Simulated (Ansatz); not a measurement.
# Cl2H2Si: what the fields show

```xyz
5

Si    0.2895   -0.0088    0.0871
Cl    0.6604   -0.0319    2.1245
H     1.5992   -0.0306   -0.6351
H    -0.5176    1.2084   -0.2349
Cl   -0.7952   -1.6837   -0.4667
```

Theory: Ansatz 0.2.0, RKS PBE/def2-SVP.

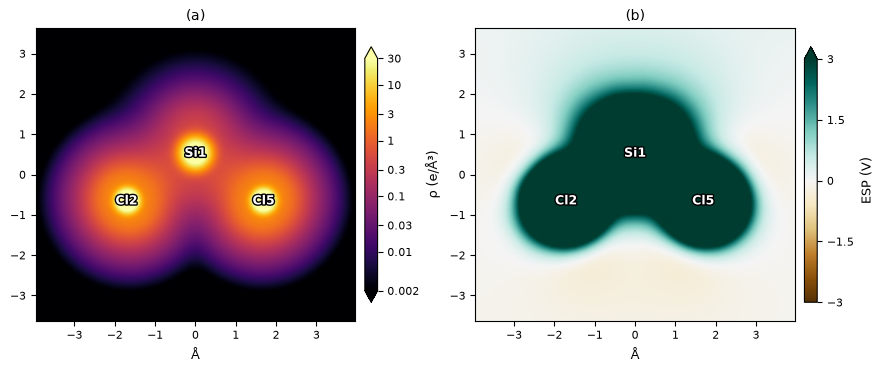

Figure 1. (a) electron density; (b) molecular electrostatic potential on the plane of atoms Cl2, Si1 and Cl5.

Q: Interpret the plot.

A:
- The section cuts through Si and Cl sites.
- Si–Cl (2.07 Å): ρ at the midpoint is about 0.83 e/Å³.
- Outside the dense part of the molecule the potential is most negative (−0.4 V) near Cl2 and Cl5.

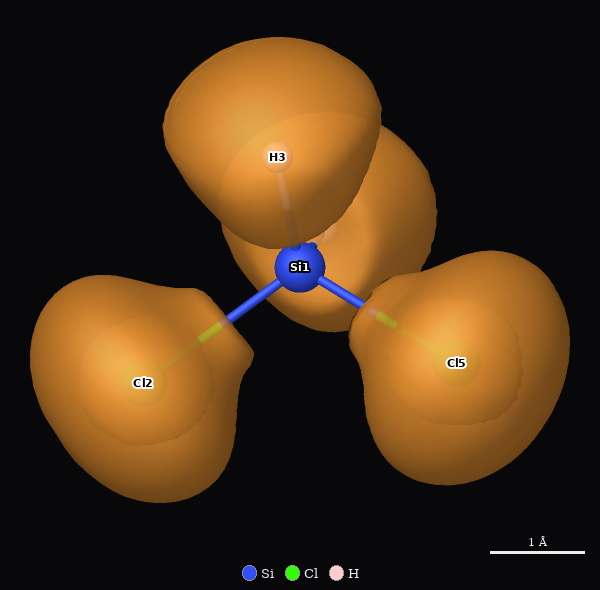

Figure 2. Isosurface of the electron localisation function at 0.75 (orange), seen at a tilt. Only the valence region is drawn (cores and ρ < 0.01 e/Å³ removed).

Q: Describe the localisation domains.

A: The surface consists of two regions around hydrogen nuclei and two regions on Cl in which the atom's valence shell and bonds are merged.


Si–Cl (2.07 Å): the ELF peaks at about 0.85 between the atoms, as expected for a shared but strongly polarised pair. Si–H (1.50 Å): the ELF climbs to about 1 towards the hydrogen, as it does in any bond to H.

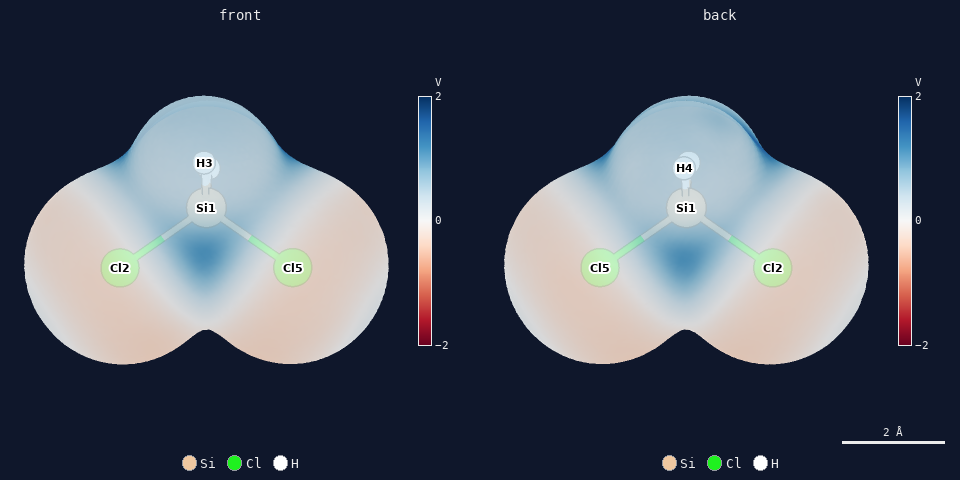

Figure 3. The electrostatic potential painted on the density surface at 0.002 e/bohr³, seen from the front and from behind; red is negative and blue positive.

Q: Describe the electrostatic potential map.

A: The most negative region (about −0.3 V) lies over Cl2 and Cl5, the most positive (about +1.6 V) over Si1.
